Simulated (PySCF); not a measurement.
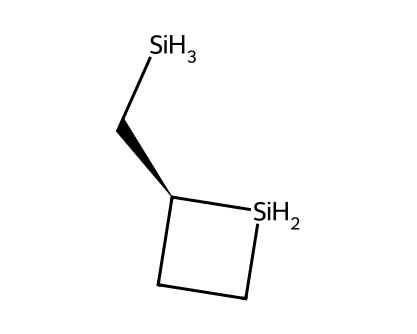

The geometry was computed by an optimisation with GFN2-xTB. No frequency run is at hand to confirm it as a minimum. Level of theory: PBE0/pcSseg-1, gas phase (PySCF 2.14.0).

Predict the main results.

The species is C4H12Si2 (`[SiH3]C[C@@H]1CC[SiH2]1`).
- dipole moment: 0.74 D
- HOMO energy (Kohn–Sham orbital): −7.70 eV
- LUMO energy (Kohn–Sham orbital): 0.21 eV
- HOMO–LUMO gap: 7.92 eV

The geometry is semi-empirical. Around Si such bond lengths and angles can be off by a tenth of an ångström or more and by several degrees, and values that hang on the shape move with them.
